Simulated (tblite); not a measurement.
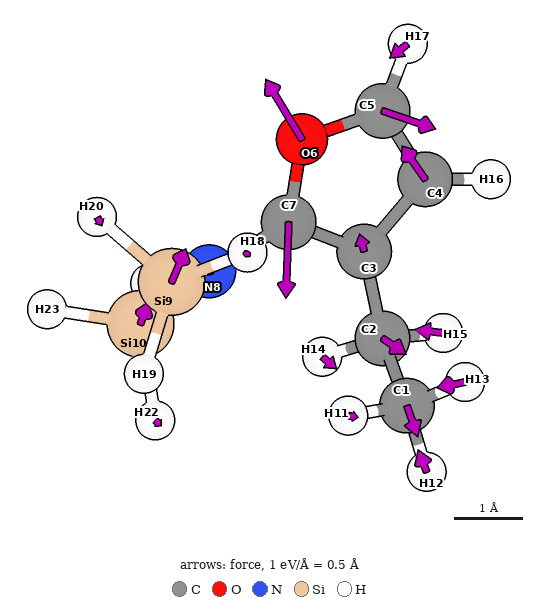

Starting geometry of C$_{6}$H$_{13}$NOSi$_{2}$ with the computed forces as purple arrows. A ball-and-stick model, seen at a tilt.

Method: GFN2-xTB geometry optimisation, gas phase (tblite). 

> What follows when this structure is relaxed?

It isn't relaxed: the largest force vector, on O atoms, is 2.50 eV/Å. The final displacements have little in common with the starting forces (cosine between the two patterns 0.08). After 172 geometry steps the energy has fallen by 51.8 kJ/mol. The atom that moves furthest after the best rigid fit is an H atom (1.39 Å). By element the largest moves are H 1.39 Å, Si 0.70 Å, O 0.45 Å, C 0.43 Å, N 0.17 Å. Near-neighbour distances that change, for instance: O–Si 3.296 → 2.630 Å, N–Si 1.807 → 1.758 Å, C–N 1.419 → 1.373 Å, C–O 1.307 → 1.353 Å. Among the angles between lasting bonds that change: Si–N–Si 116.0° → 126.0°, O–C–N 123.7° → 114.3°, C–N–Si 119.3° → 111.1°. Groups turn about C–N by about 30°, N–Si by about 30°, N–Si by about 30°.
